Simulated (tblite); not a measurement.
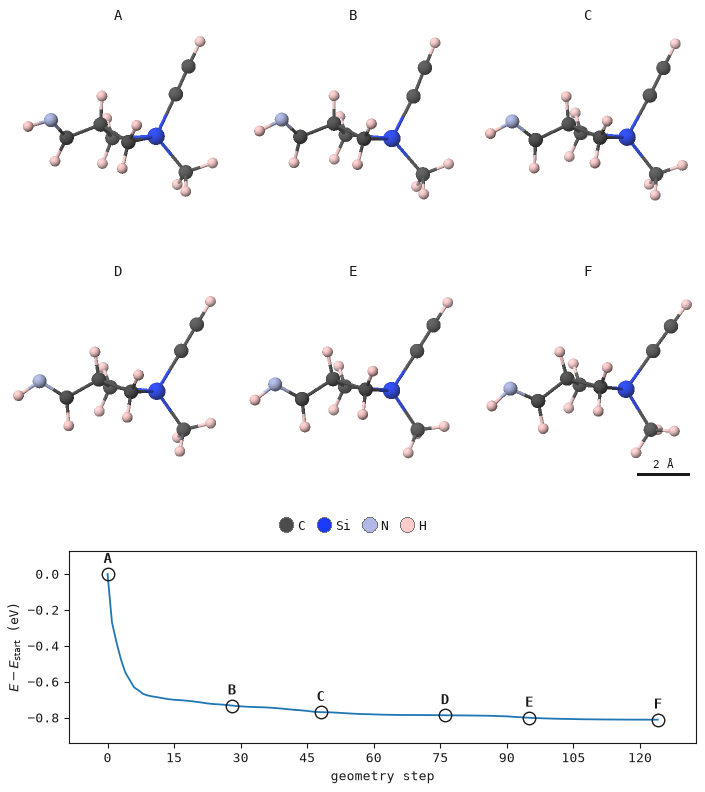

Frames of a relaxation of C7H11NSi, marked on the history of the run. Style: ball-and-stick. Shown at a tilt.

Level of theory: GFN2-xTB geometry optimisation, gas phase in tblite. 

**What happens along the run?**

The largest move after the best rigid fit is that of an H atom, 1.08 Å. Largest moves by element: H 1.08 Å, N 0.73 Å, C 0.61 Å, Si 0.12 Å. Near-neighbour distances that change, for instance: C–Si 1.835 → 1.915 Å, C–Si 1.861 → 1.915 Å, C–Si 1.854 → 1.898 Å, C–H 1.129 → 1.086 Å. Among the angles between lasting bonds that change: C–N–H 124.6° → 115.8°, C–C–H 122.6° → 114.2°, H–C–H 115.5° → 107.3°. Groups turn about C–Si by about 50°, C–C by about 30°. Over 124 geometry steps the energy falls by 0.811 eV. Cost: 4.1 s on 1 thread of Intel(R) Xeon(R) Processor @ 2.50GHz (shared host). From step 0 to 28: an H atom moves most (0.28 Å), energy −0.732 eV. From step 28 to 48: an H atom moves most (0.41 Å), energy −0.037 eV. From step 48 to 76: an H atom moves most (0.38 Å), energy −0.017 eV. From step 76 to 95: an H atom moves most (0.34 Å), energy −0.014 eV. From step 95 to 124: an H atom moves most (0.41 Å), energy −0.011 eV.
